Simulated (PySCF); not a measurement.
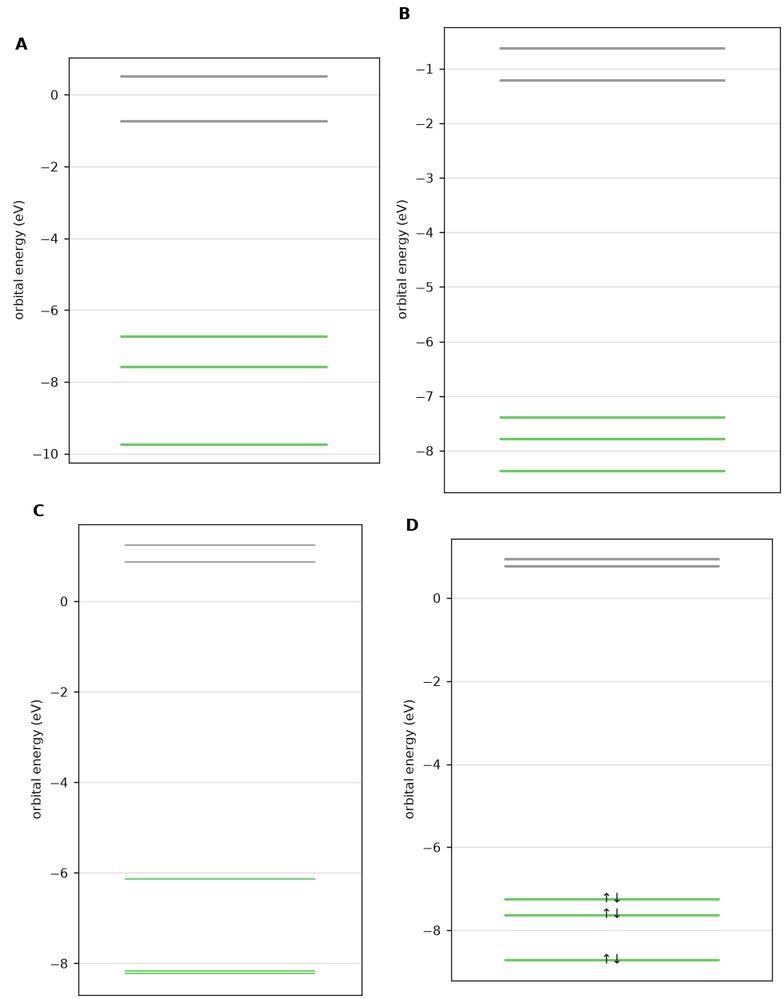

Kohn-Sham orbital energies near the frontier, PBE0/def2-SVPD, PySCF, at a GFN2-xTB geometry (no frequency check), isolated molecule; empty levels in grey, levels within 0.03 eV side by side.

Question: Assign the panels.
1. C₅H₇NSi, SMILES [SiH3]c1ccncc1
2. C₆H₁₁N, SMILES CN[C@@H]1CC12CC2
3. C₅H₈O₂, SMILES CO/C=C\CC=O
4. C₇H₉Cl, SMILES C[C@@H]1[C@H]2C[C@@H]3[C@H]2[C@]13Cl

Answer: A: 3 (HOMO −6.72 eV, LUMO −0.73 eV)
B: 1 (HOMO −7.39 eV, LUMO −1.20 eV)
C: 2 (HOMO −6.14 eV, LUMO 0.87 eV)
D: 4 (HOMO −7.25 eV, LUMO 0.76 eV)

Limits of at least one run: empty levels above zero depend strongly on the basis; one conformer of a flexible molecule; the tight-binding geometry is rougher than a DFT one and adds to the error.
